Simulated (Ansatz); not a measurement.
Consider C in the diamond structure (space group Fd-3m, No. 227; a = 3.572 Å).

It is then changed as follows: cell and atoms relaxed at a pressure of 22.5 GPa.

Level of theory: Ansatz (a first-principles code) PBE, spin-orbit coupling left out.

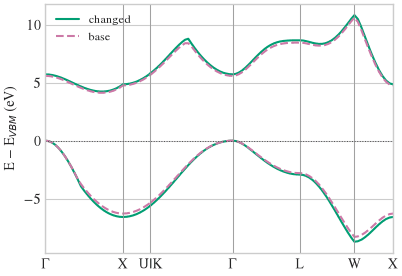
Highest valence and lowest conduction band along the path, each from its own valence-band maximum

The gap is 4.24 eV, indirect, Γ → Γ–X (75 % along); the base has 4.13 eV.

Load acts through the strain it causes; cell and atoms are relaxed under it. Whether these cells are dynamically stable was not tested. Competing high-pressure phases were not computed.
